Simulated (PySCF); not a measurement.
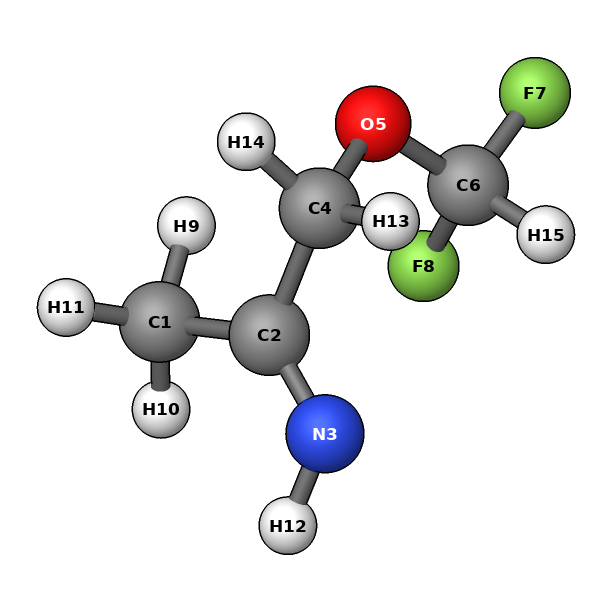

Geometry: a frame of a GFN2-xTB molecular-dynamics simulation, not a minimum. Properties computed with GIAO PBE0/pcSseg-1 NMR shielding, non-relativistic, gas phase (PySCF 2.14.0). Principal shieldings σ11 ≤ σ22 ≤ σ33, span Ω = σ33 − σ11, skew κ = 3(σiso − σ22)/Ω.

Give the shielding tensors of the N atoms.

```
atom     σ11    σ22    σ33   σiso      Ω      κ
  N3  −387.9  −64.5  199.6  −84.3  587.6  −0.10
```

Shieldings and span in ppm.
